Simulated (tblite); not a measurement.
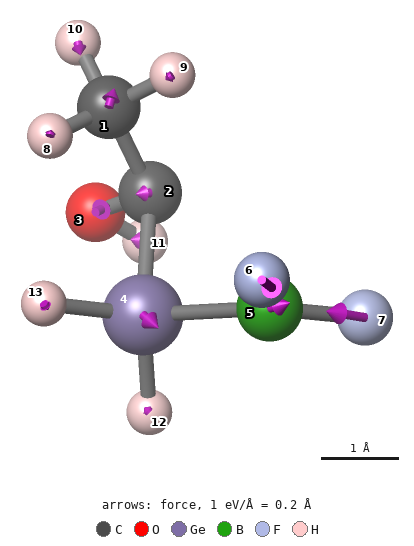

Starting geometry of C2H6BF2GeO (multiplicity 2) with the computed forces as purple arrows. The picture is a ball-and-stick view, seen from a free direction.

Theory: GFN2-xTB geometry optimisation, gas phase in tblite 0.8.0. 

Q: What follows when this structure is relaxed?

A: It isn't relaxed: the largest force vector, on F7, is 3.46 eV/Å. The final displacements have little in common with the starting forces (cosine between the two patterns 0.29). The energy falls by 137.6 kJ/mol in 111 geometry steps. The largest move after the best rigid fit is that of O3, 0.98 Å. Largest moves by element: O 0.98 Å, H 0.52 Å, C 0.48 Å, F 0.45 Å, B 0.17 Å, Ge 0.14 Å. Some distances before and after: B5–F7 1.447 → 1.321 Å, B5–F6 1.435 → 1.320 Å, Ge4–H13 1.539 → 1.497 Å, C1–H10 1.121 → 1.091 Å. Bond angles that change, for instance: C1–C2–Ge4 106.0° → 121.5°, O3–C2–Ge4 107.3° → 119.0°, F6–B5–F7 124.0° → 113.6°. Groups turn about Ge4–B5 by about 20°. Cost: 0.5 s on 1 thread of Arm Neoverse V2, on a shared host.
